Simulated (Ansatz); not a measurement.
# Ag: Ag → Cu

Start from Ag in the fcc (Cu type) structure (space group Fm-3m, No. 225; a = 4.054 Å).

The change: full substitution Ag → Cu; the structure is relaxed again.

Level of theory: Ansatz (a quantum-chemistry and plane-wave program) PBEsol, spin-orbit coupling left out. Γ-centred 22×22×22 mesh, Fermi–Dirac width 0.05 eV, for the changed cell.

The volume per atom shrinks by 5.346 Å³ to 11.32 Å³ and the density drops by 1.425 g/cm³ to 9.33 g/cm³. The lattice parameter a decreases by 0.4906 Å (4.054 Å → 3.564 Å) and the space group is still Fm-3m (No. 225). The shortest interatomic distance falls by 0.347 Å to 2.520 Å and the band gap is still zero.

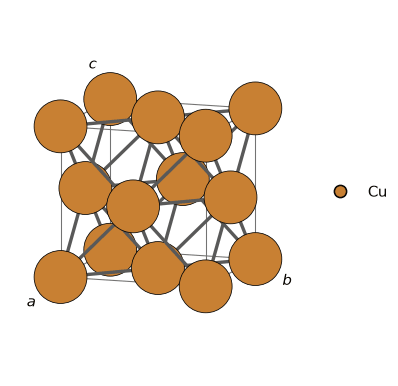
Fig. 1. The relaxed conventional cell after the change

No phonon test of stability was made. The final runs are not spin-polarised.
